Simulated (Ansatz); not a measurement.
# Rb2SrGe2: relaxing a made-up structure

Starting from a made-up structure for Rb2SrGe2, the aim is the relaxed cell, its shortest contacts and, where a second run follows, its electronic structure.

Main program and level: Ansatz 0.2.0; DFT, PBEsol, plane-wave PAW, files of the set soft_1, scalar-relativistic, no spin, cell and ions relaxed at zero pressure; PAW set soft_1.

### 1. Starting point

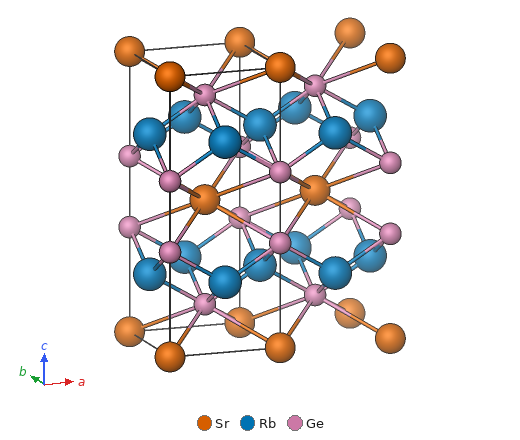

The starting structure, seen slightly off an axis (strontium orange, rubidium blue, germanium pink). 2×1×1 cells are drawn. This picture shows the conventional cell, with its axes. Some periodic images of atoms are drawn too.

### 2. Relaxation of the guess

The guess takes its coordinates from another compound and its volume from a rule, so the cell and any free coordinates are relaxed together.

File input.yaml:

```yaml
crystal:
  lattice:
    - [-2.766, 2.766, 6.7855]
    - [2.766, -2.766, 6.7855]
    - [2.766, 2.766, -6.7855]
  atoms:
    - { symbol: Sr, position: [0.0, 0.0, 0.0] }
    - { symbol: Rb, position: [0.75, 0.25, 0.5] }
    - { symbol: Rb, position: [0.25, 0.75, 0.5] }
    - { symbol: Ge, position: [0.3733, 0.3733, 0.0] }
    - { symbol: Ge, position: [0.6267, 0.6267, 0.0] }
kpoints:
  mp_grid: { grid: [7, 7, 7] }
scf:
  occupations: { method: fermi_dirac, width: 0.05 }
hamiltonian:
  xc: pbesol
  pseudopotentials: { kind: paw, azcp: { folder: soft_1 }, xc_functional: pbe }
relax:
  f_tol: 0.015
  max_steps: 70
  cell: {}
output:
  forces: true
  stress: true
```

The run is started by

```console
$ ansatz run input.yaml --threads 4 --pin off --max-ram 8192MiB --backend cpu --events-out ev --progress --plain --runs-dir out
```

Numbers of over 12 decimals in the logs are rounded to 6 here.

Log:

```text
basis.fft_grid_basis auto: the FFT boxes are laid along the combinations [[1, 0, 1], [0, 1, 1], [0, 0, 1]] of the cell's own vectors, 5.532, 5.532 and 7.832 Å long. The dense box has 40×40×54 points. Along the cell's own vectors, as sized, it would have 54×54×54, 1.82 times as many. Of the 16 symmetry operations that the crystal satisfies within crystal.symmetry.tolerance (time reversal apart; of a slab, those that k [...]
Engine: ansatz 0.2.0, x86_64-unknown-linux-gnu
Pseudopotentials: kind: paw
Pseudopotential: Sr, paw, valence charge 10, recommended cutoff 420 eV (normal), soft_1/Sr.paw.azcp
Pseudopotential: Rb, paw, valence charge 9, recommended cutoff 420 eV (normal), soft_1/Rb.paw.azcp
Pseudopotential: Ge, paw, valence charge 14, recommended cutoff 420 eV (normal), soft_1/Ge.paw.azcp
Functional definition: PBEsol
  exchange = pbesol_x
  correlation = pbesol_c
Crystal: 5 atoms, lattice volume = 207.657 Å³
Basis set: ecut = 420 eV, 4095 PW (Γ), FFT grids on a1+a3, a2+a3, a3, exchange–correlation on 80×80×108 points (8 copies of the dense FFT grid, shifted against one another)
Bands: 34, of which v1, the nominal top of the filled ones, is band 28 counted from 1 (27 counted from 0)
Symmetry: 16 space group operations
Space group: I4/mmm (ITA 139), of the structure as read, at distance tolerance 5.9e-5 Å
k-points: 40 of 343
Non-local potential: Sr, projectors of the file, l = 0: 3, l = 1: 2, l = 2: 2
Non-local potential: Rb, projectors of the file, l = 0: 3, l = 1: 2, l = 2: 2
Non-local potential: Ge, projectors of the file, l = 0: 2, l = 1: 2, l = 2: 3, l = 3: 1
PAW form: soft (Blöchl's): semilocal exchange-correlation on the pseudo side does not see the compensation charge
PAW frozen core: Sr, regenerated for the run's functional, and the local potential with it (the file was generated under x = pbe(κ = 0.804, μ = 0.219515), c = pbe(β = 0.066725))
PAW frozen core: Rb, regenerated for the run's functional, and the local potential with it (the file was generated under x = pbe(κ = 0.804, μ = 0.219515), c = pbe(β = 0.066725))
PAW frozen core: Ge, regenerated for the run's functional, and the local potential with it (the file was generated under x = pbe(κ = 0.804, μ = 0.219515), c = pbe(β = 0.066725))
PAW one-centre angular grid: Sr, 110 points (default); XC on 64 Gauss nodes
PAW one-centre angular grid: Rb, 110 points (default); XC on 64 Gauss nodes
PAW one-centre angular grid: Ge, 590 points (default); XC on 64 Gauss nodes
Initial density: superposition of atomic densities (chi_scale 0.1, normalization cell, long waves kept (reshape's long-wave potential 0.01 eV rms))
Initial wavefunctions: pseudopotential atomic-orbital guess
Functional: x = pbesol(κ = 0.804, μ = 0.123457), c = pbesol(β = 0.046)
SCF iter   1: F=—  HF=-18432.308943 eV  |F-HF|=—  |Δ(HF+E_count)|=         —  Δρ=3.14e-2  dr2=4.30e0  ethr=3.10e-3  ⟨swp⟩=10.6  Hψ=6834  notcnv=0
preconditioner: auto → Kerker (q_TF=auto, 2.193 Å⁻¹)  [metal: Δε(μ)=0.043 eV  Ē_g=4.243 eV  σ=0.050 eV  W_gap=0.21  n_scr=32 (ndim 8)  ℏωp=8.9 eV  f_vac=0.000  D(μ)=4.95/eV (n_scr^D=32)]
SCF iter   2: F=—  HF=-18431.229858 eV  |F-HF|=—  |Δ(HF+E_count)|=    1.08e0  Δρ=1.53e-2  dr2=1.22e0  ethr=3.10e-3  ⟨swp⟩=3.0  Hψ=3099  notcnv=0
SCF iter   3: F=—  HF=-18430.871798 eV  |F-HF|=—  |Δ(HF+E_count)|=   3.58e-1  Δρ=6.51e-3  dr2=2.31e-1  ethr=2.19e-3  ⟨swp⟩=3.2  Hψ=2759  notcnv=0
SCF iter   4: F=—  HF=-18430.809701 eV  |F-HF|=—  |Δ(HF+E_count)|=   6.21e-2  Δρ=2.88e-3  dr2=7.94e-2  ethr=4.13e-4  ⟨swp⟩=3.2  Hψ=2806  notcnv=0
SCF iter   5: F=—  HF=-18430.793695 eV  |F-HF|=—  |Δ(HF+E_count)|=   1.60e-2  Δρ=9.03e-4  dr2=7.69e-3  ethr=1.42e-4  ⟨swp⟩=4.3  Hψ=2173  notcnv=0  defer=1
SCF iter   6: F=—  HF=-18430.791900 eV  |F-HF|=—  |Δ(HF+E_count)|=   1.79e-3  Δρ=3.13e-4  dr2=2.16e-4  ethr=1.37e-5  ⟨swp⟩=3.3  Hψ=2505  notcnv=0
SCF iter   7: F=—  HF=-18430.791925 eV  |F-HF|=—  |Δ(HF+E_count)|=   2.52e-5  Δρ=8.77e-5  dr2=3.26e-5  ethr=3.85e-7  ⟨swp⟩=2.6  Hψ=2116  notcnv=0
SCF iter   8: F=—  HF=-18430.792024 eV  |F-HF|=—  |Δ(HF+E_count)|=   9.89e-5  Δρ=2.89e-5  dr2=3.90e-6  ethr=5.82e-8  ⟨swp⟩=2.6  Hψ=2283  notcnv=0
SCF iter   9: F=—  HF=-18430.792024 eV  |F-HF|=—  |Δ(HF+E_count)|=   2.08e-7  Δρ=5.81e-6  dr2=1.68e-7  ethr=6.97e-9  ⟨swp⟩=2.0  Hψ=2370  notcnv=0
SCF iter  10: F=-18430.792024 eV  HF=-18430.792024 eV  |F-HF|=3.34e-9  |Δ(HF+E_count)|=   3.56e-8  Δρ=2.45e-6  dr2=2.15e-8  ethr=1.79e-10  ⟨swp⟩=5.0  Hψ=5117  notcnv=0
SCF 1 converged in 10 iterations: F = -18430.792024 eV  dr2 = 2.15e-8
  greatest PAW one-centre occupation: 0.998 electrons in one spin orbital (limit 2), on the Ge atom at site 4 (counted from 0), in its partial waves of l = 2
relax step   1: F+E_penalty+E_count = -18430.79202391 eV  Δ(F+E_penalty+E_count) = +0.000e0 eV  max|allowed force component| = 2.279e0 eV/Å  Δτ_max = 0.0000 Å  P = -0.691 GPa  Ω = 207.657 Å³  (10 SCF iters, dr2 threshold 1.00e-7 eV, accepted)
Crystal: 5 atoms, lattice volume = 205.260 Å³
Basis set: ecut = 420 eV, 3983 PW (Γ), FFT grids on a1+a3, a2+a3, a3, exchange–correlation on 80×80×108 points (8 copies of the dense FFT grid, shifted against one another)
Initial density: handed on by an earlier stage of this run
Initial wavefunctions: those handed on with the density
iter 1 solved again at ethr=3.66e-4 eV; its pass at ethr=3.10e-3 eV (dr2=2.05e-1 eV) is discarded
SCF iter   1: F=—  HF=-18431.774286 eV  |F-HF|=—  |Δ(HF+E_count)|=         —  Δρ=1.03e-2  dr2=2.03e-1  ethr=3.66e-4  ⟨swp⟩=1.5  Hψ=7005  notcnv=0
preconditioner: auto → Kerker (q_TF=auto, 2.197 Å⁻¹)  [metal: Δε(μ)=0.019 eV  Ē_g=8.942 eV  σ=0.050 eV  W_gap=0.09  n_scr=32 (ndim 8)  ℏωp=12.7 eV  f_vac=0.000  D(μ)=3.78/eV (n_scr^D=22)]
SCF iter   2: F=—  HF=-18431.722346 eV  |F-HF|=—  |Δ(HF+E_count)|=   5.19e-2  Δρ=5.26e-3  dr2=5.38e-2  ethr=3.63e-4  ⟨swp⟩=2.1  Hψ=1791  notcnv=0
SCF iter   3: F=—  HF=-18431.706589 eV  |F-HF|=—  |Δ(HF+E_count)|=   1.58e-2  Δρ=8.15e-4  dr2=5.19e-4  ethr=9.61e-5  ⟨swp⟩=2.5  Hψ=2621  notcnv=0
SCF iter   4: F=—  HF=-18431.707113 eV  |F-HF|=—  |Δ(HF+E_count)|=   5.24e-4  Δρ=2.58e-4  dr2=1.42e-4  ethr=9.27e-7  ⟨swp⟩=2.0  Hψ=2368  notcnv=0
SCF iter   5: F=—  HF=-18431.707018 eV  |F-HF|=—  |Δ(HF+E_count)|=   9.57e-5  Δρ=7.62e-5  dr2=2.59e-5  ethr=2.54e-7  ⟨swp⟩=2.0  Hψ=2368  notcnv=0
SCF iter   6: F=—  HF=-18431.707020 eV  |F-HF|=—  |Δ(HF+E_count)|=   2.11e-6  Δρ=3.42e-5  dr2=6.76e-6  ethr=4.63e-8  ⟨swp⟩=2.0  Hψ=1603  notcnv=0
SCF iter   7: F=—  HF=-18431.707019 eV  |F-HF|=—  |Δ(HF+E_count)|=   3.40e-7  Δρ=1.28e-5  dr2=1.17e-6  ethr=1.21e-8  ⟨swp⟩=2.0  Hψ=1527  notcnv=0
[...]
SCF iter   6: F=—  HF=-18432.559877 eV  |F-HF|=—  |Δ(HF+E_count)|=   1.07e-5  Δρ=5.89e-5  dr2=1.67e-5  ethr=2.59e-7  ⟨swp⟩=2.0  Hψ=1565  notcnv=0
SCF iter   7: F=—  HF=-18432.559875 eV  |F-HF|=—  |Δ(HF+E_count)|=   2.40e-6  Δρ=2.14e-5  dr2=2.17e-6  ethr=2.98e-8  ⟨swp⟩=2.0  Hψ=1509  notcnv=0
SCF iter   8: F=-18432.559874 eV  HF=-18432.559875 eV  |F-HF|=2.45e-7  |Δ(HF+E_count)|=   5.09e-8  Δρ=8.13e-6  dr2=4.44e-7  ethr=8.93e-10  ⟨swp⟩=5.0  Hψ=5125  notcnv=0
SCF 3 converged in 8 iterations: F = -18432.559874 eV  dr2 = 4.44e-7
relax step   3: F+E_penalty+E_count = -18432.55987433 eV  Δ(F+E_penalty+E_count) = -8.529e-1 eV  max|allowed force component| = 1.766e0 eV/Å  Δτ_max = 0.1950 Å  P = -1.514 GPa  Ω = 201.365 Å³  energy of the carried Pulay correction = +1.444e-4 eV  (8 SCF iters, dr2 threshold 5.00e-7 eV, accepted)
[... from here on, the SCF cycles and remarks between the steps are left out ...]
relax step   4: F+E_penalty+E_count = -18432.89533369 eV  Δ(F+E_penalty+E_count) = -3.355e-1 eV  max|allowed force component| = 1.137e0 eV/Å  Δτ_max = 0.1992 Å  P = +0.057 GPa  Ω = 196.376 Å³  energy of the carried Pulay correction = +2.621e-4 eV  (9 SCF iters, dr2 threshold 5.00e-7 eV, accepted)
relax step   5: F+E_penalty+E_count = -18433.25276165 eV  Δ(F+E_penalty+E_count) = -3.574e-1 eV  max|allowed force component| = 2.093e-1 eV/Å  Δτ_max = 0.0109 Å  P = -0.906 GPa  Ω = 192.262 Å³  energy of the carried Pulay correction = +3.613e-4 eV  (8 SCF iters, dr2 threshold 5.00e-7 eV, accepted)
relax step   6: F+E_penalty+E_count = -18433.55859717 eV  Δ(F+E_penalty+E_count) = -3.058e-1 eV  max|allowed force component| = 2.591e-1 eV/Å  Δτ_max = 0.0644 Å  P = -0.318 GPa  Ω = 180.342 Å³  energy of the carried Pulay correction = +6.608e-4 eV  (8 SCF iters, dr2 threshold 5.00e-7 eV, accepted)
relax step   7: F+E_penalty+E_count = -18433.60363757 eV  Δ(F+E_penalty+E_count) = -4.504e-2 eV  max|allowed force component| = 6.631e-2 eV/Å  Δτ_max = 0.0153 Å  P = +0.655 GPa  Ω = 166.423 Å³  energy of the carried Pulay correction = +1.035e-3 eV  (8 SCF iters, dr2 threshold 5.00e-7 eV, accepted)
relax step   8: F+E_penalty+E_count = -18433.62694430 eV  Δ(F+E_penalty+E_count) = -2.331e-2 eV  max|allowed force component| = 1.416e-2 eV/Å  Δτ_max = 0.0002 Å  P = -0.176 GPa  Ω = 174.747 Å³  energy of the carried Pulay correction = +8.079e-4 eV  (7 SCF iters, dr2 threshold 5.00e-7 eV, accepted)
relax step   9: F+E_penalty+E_count = -18433.62802498 eV  Δ(F+E_penalty+E_count) = -1.081e-3 eV  max|allowed force component| = 3.568e-3 eV/Å  Δτ_max = 0.0025 Å  P = +0.006 GPa  Ω = 173.005 Å³  energy of the carried Pulay correction = +8.546e-4 eV  (6 SCF iters, dr2 threshold 9.80e-8 eV, accepted)
relax step  10: F+E_penalty+E_count = -18433.62805439 eV  Δ(F+E_penalty+E_count) = -2.941e-5 eV  max|allowed force component| = 1.226e-3 eV/Å  Δτ_max = 0.0005 Å  P = +0.001 GPa  Ω = 172.986 Å³  energy of the carried Pulay correction = +8.551e-4 eV  (6 SCF iters, dr2 threshold 6.85e-9 eV, accepted)
Basis set: ecut = 420 eV, 3329 PW (Γ), FFT grids on a1+a3, a2+a3, a3, exchange–correlation on 64×64×120 points (8 copies of the dense FFT grid, shifted against one another)
Initial wavefunctions: pseudopotential atomic-orbital guess (no wavefunctions were taken with the density)
iter 1 solved again at ethr=7.51e-7 eV; its pass at ethr=3.10e-3 eV (dr2=4.20e-4 eV) is discarded
SCF iter   1: F=—  HF=-18433.628366 eV  |F-HF|=—  |Δ(HF+E_count)|=         —  Δρ=1.80e-4  dr2=2.99e-6  ethr=7.51e-7  ⟨swp⟩=3.6  Hψ=10807  notcnv=0
preconditioner: auto → Kerker (q_TF=auto, 2.261 Å⁻¹)  [metal: Δε(μ)=0.016 eV  Ē_g=9.926 eV  σ=0.050 eV  W_gap=0.08  n_scr=32 (ndim 8)  ℏωp=13.8 eV  f_vac=0.000  D(μ)=2.72/eV (n_scr^D=12)]
SCF iter   2: F=—  HF=-18433.628431 eV  |F-HF|=—  |Δ(HF+E_count)|=   6.51e-5  Δρ=9.47e-5  dr2=1.20e-6  ethr=5.33e-9  ⟨swp⟩=2.1  Hψ=2489  notcnv=0
SCF iter   3: F=—  HF=-18433.628453 eV  |F-HF|=—  |Δ(HF+E_count)|=   2.21e-5  Δρ=3.15e-5  dr2=1.48e-7  ethr=2.15e-9  ⟨swp⟩=2.7  Hψ=2348  notcnv=0
SCF iter   4: F=—  HF=-18433.628455 eV  |F-HF|=—  |Δ(HF+E_count)|=   2.56e-6  Δρ=2.65e-6  dr2=5.02e-9  ethr=2.64e-10  ⟨swp⟩=2.0  Hψ=2361  notcnv=0
SCF iter   5: F=—  HF=-18433.628455 eV  |F-HF|=—  |Δ(HF+E_count)|=   1.73e-8  Δρ=3.88e-7  dr2=6.22e-10  ethr=8.97e-12  ⟨swp⟩=2.0  Hψ=2486  notcnv=0
SCF iter   6: F=—  HF=-18433.628455 eV  |F-HF|=—  |Δ(HF+E_count)|=  1.82e-11  Δρ=1.46e-7  dr2=1.35e-10  ethr=1.11e-12  ⟨swp⟩=2.0  Hψ=1614  notcnv=0
SCF iter   7: F=-18433.628455 eV  HF=-18433.628455 eV  |F-HF|=0.00e0  |Δ(HF+E_count)|=  3.64e-12  Δρ=5.76e-8  dr2=1.43e-11  ethr=1.00e-12  ⟨swp⟩=5.0  Hψ=5059  notcnv=0
SCF 11 converged in 7 iterations: F = -18433.628455 eV  dr2 = 1.43e-11
relax step  11: F+E_penalty+E_count = -18433.62845550 eV  Δ(F+E_penalty+E_count) = -4.011e-4 eV  max|allowed force component| = 9.585e-4 eV/Å  Δτ_max = 0.0000 Å  P = +0.013 GPa  Ω = 172.986 Å³  stress off target by 4.20e-2 GPa  SCF on the basis re-selected at this cell (its energy is not comparable with the rows above)  (7 SCF iters)
basis re-selected at this cell: Δ(F+E_penalty+E_count) = -4.011e-4 eV, ΔP = +0.012 GPa vs the last step (what re-selecting the basis moved, of the pressure what is left beyond the Pulay correction that the steps carried, after the strain that the cell walked since its last selection, with what the two solves' SCF thresholds leave and, on support functions, any second-order correction that the steps lacked; it is no measure of the basis error at this ecutwfc). The dense FFT grid was sized anew with the basis: this SCF ran on 32×32×60 points, the steps before it on 40×40×54, so part of this shift can come from that change (see relax.cell in the input reference). [rest of the remark cut]
SCF converged after 7 iterations
Free energy (F): -18433.628455 eV
Harris-Foulkes:  -18433.628455 eV  (|F-HF|=0.00e0)
Internal energy: -18433.606784 eV  (E = F + TS)
E sigma→0 (E₀):  -18433.617620 eV
Entropy (-TS):   -0.021672 eV (-4.334 meV/atom)
Fermi energy:    6.637460 eV
--- Per-component energies (eV) ---
  E_band       = -592.621180
  E_kinetic    = 777.772003
  E_local      = -6997.572034  (includes V_loc(G=0)·N_el)
  E_nonlocal   = 1048.585415
  E_hartree    = 2911.040105
  E_xc         = -560.242034
  E_vxc        = -541.175318  (∫ρ·V_xc dr)
  E_paw        = -11728.097322  (= ΣΔE_a)
  E_vpaw       = -702.311445  (= ΣTr[D̂ρ^β])
  E_aug_tail   = -0.000021  (compensation charges beyond the density's cutoff)
  E_ewald      = -3887.310462
  E_core_change = 2.217566  (= ΣΔE_core)
  E_smearing   = -0.021672  (= −TS)
  E_closure    = 0.000000  (closes the sum)
  Σ components = -18433.628455   (vs F -18433.628455, Δ=0.00e0)
--- Forces (eV/Å), atoms counted from 1 ---
  atom   1  Sr    -0.00000000     0.00000000     0.00000000
  atom   2  Rb    -0.00000000    -0.00000000     0.00000000
  atom   3  Rb    -0.00000000    -0.00000000     0.00000000
  atom   4  Ge    -0.00000000     0.00000000    -0.00095853
  atom   5  Ge     0.00000000     0.00000000     0.00095853
  max |Σ_I F_I| component: 1.04e-16 eV/Å
--- Stress (GPa, compression-positive) ---
       -0.001598       0.000000       0.000000
        0.000000      -0.001598       0.000000
        0.000000       0.000000       0.041955
  P = ⅓ Tr σ = 0.0129 GPa (0.129 kbar)
--- Relaxed structure (10 steps of the walk, 10 accepted, 1 SCFs on fresh bases) ---
  F+E_penalty+E_count = -18433.62845550 eV   max|allowed force component| = 9.585e-4 eV/Å   (the final SCF, on the basis selected at the relaxed cell)
  cell:  # Å, volume = 172.9859 Å³
    - [-2.391120, 2.391120, 7.563937]
    - [2.391120, -2.391120, 7.563937]
    - [2.391120, 2.391120, -7.563937]
  atoms:
    - { symbol: Sr, position: [1.2766598420395223e-18, 1.2766598420395221e-18, 0] }
    - { symbol: Rb, position: [0.75, 0.250000, 0.5] }
    - { symbol: Rb, position: [0.250000, 0.75, 0.5] }
    - { symbol: Ge, position: [0.421659, 0.421659, 0] }
    - { symbol: Ge, position: [0.578341, 0.578341, 0] }
```

The job ended after 22 s (4 threads of Intel Xeon 6975P-C (Granite Rapids), shared host; peak memory 0.82 GiB; 82 s of CPU time).

Relaxation path:

```
step  energy less that of the first step (eV)  largest force component (eV/Å)  pressure (GPa)  volume (Å³)
   1                                   0.0000                          2.2791           -0.69       207.66
   2                                  -0.9150                          2.2746           -1.45       205.26
   3                                  -1.7679                          1.7662           -1.51       201.37
   4                                  -2.1033                          1.1366            0.06       196.38
   5                                  -2.4607                          0.2093           -0.91       192.26
   6                                  -2.7666                          0.2591           -0.32       180.34
   7                                  -2.8116                          0.0663            0.65       166.42
   8                                  -2.8349                          0.0142           -0.18       174.75
   9                                  -2.8360                          0.0036            0.01       173.00
  10                                  -2.8360                          0.0012            0.00       172.99
 11*                                  -2.8364                          0.0010            0.01       172.99
```

Relaxation steps marked * repeat the geometry before them on a plane-wave basis chosen anew for their cell, so energy and pressure can jump there.

Forces are held to the 16 operations that the run works with; a distortion that breaks them can't arise in this run.

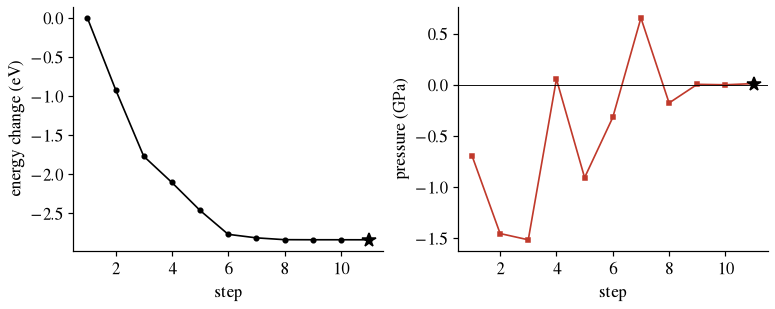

Energy and pressure along the relaxation. Stars mark steps on a basis chosen anew.

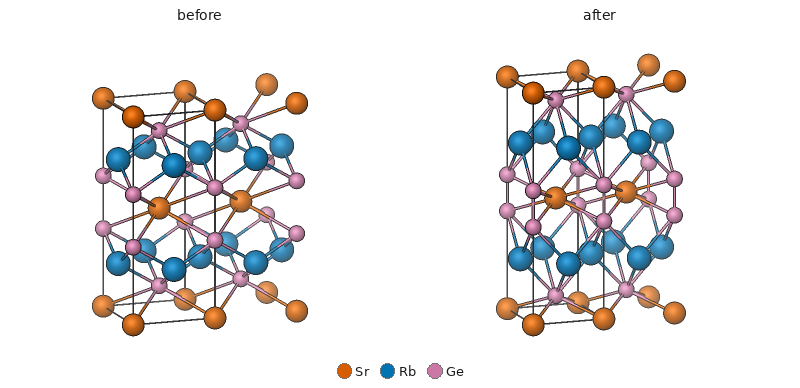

Before and after, at one scale.

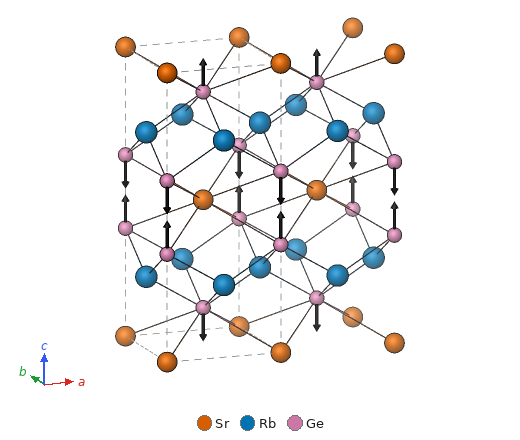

Displacements in the relaxation, exaggerated, measured against the changing cell; the longest in the cell stands for 0.73 Å. 2×1×1 conventional cells are drawn. Some periodic images of atoms are drawn too.

```
     cell as run  before   after   change
           a (Å)   7.832   8.285   +5.8 %
           b (Å)   7.832   8.285   +5.8 %
           c (Å)   7.832   8.285   +5.8 %
           α (°)  138.64  146.45   +5.6 %
           β (°)  138.64  146.45   +5.6 %
           γ (°)   59.93   48.18  -19.6 %
volume (Å³/atom)   41.53   34.60  -16.7 %
```

The atoms that moved most (Å, as changes of fractional coordinates times the final cell):

```
atom     dx     dy      dz  length
 Ge4  0.000  0.000   0.732   0.732
 Ge5  0.000  0.000  -0.732   0.732
```

Final coordinates:

```xyz
5
Lattice="-2.3911 2.3911 7.5639 2.3911 -2.3911 7.5639 2.3911 2.3911 -7.5639" Properties=species:S:1:pos:R:3 pbc="T T T"
Sr    0.0000    0.0000    0.0000
Rb    0.0000    2.3911    3.7820
Rb    2.3911    0.0000    3.7820
Ge    0.0000    0.0000    6.3788
Ge    0.0000    0.0000    8.7491
```

This step gave:

* free energy: -18433.6285 eV
* energy at zero smearing: -18433.6176 eV
* smearing term TS: 0.02167 eV
* Fermi energy: 6.637 eV
* electrons: 56
* symmetry operations: 16
* pressure: 0.01292 GPa

Shortest distances by pair of elements, guess and relaxed (not always the same contact):

```
 pair  guess (Å)  relaxed (Å)
Ge–Ge      3.439        2.370
Rb–Rb      3.912        3.382
Ge–Rb      3.233        3.530
Ge–Sr      4.273        3.583
Rb–Sr      4.377        4.474
```

The relaxation ends with a largest force component of 9.6e-4 eV/Å and a pressure of 0.01 GPa.

### 3. Summary of results

```yaml
space_group_relaxed: I4/mmm
conventional_cell: a = 4.782, b = 4.782, c = 15.128 Å; α = 90.0°, β = 90.0°, γ = 90.0°
volume_per_atom: 34.60 Å³ (guess 41.53)
```

What this shows: Rb2SrGe2 relaxes to I4/mmm with a = 4.782, b = 4.782 and c = 15.128 Å. The guessed volume was 20 % too large. The space group I4/mmm was held in the relaxation, so the end point is a stationary structure within it and may be a saddle against distortions or other arrangements. Mesh and cutoff weren't tested. No dispersion term is used, so weakly bound directions may come out too long. Nothing here tests whether the compound is stable against decomposition.

[Logs are printed without paths, hosts, clocks, repeated set-up lines and the standing remarks that a program may print on its own settings, such as how far it seeks lower states.]

[Hosts, paths, dates, database ids (printed as entryN), source tags and the programs' standing remarks are cut or masked in the printed files.]
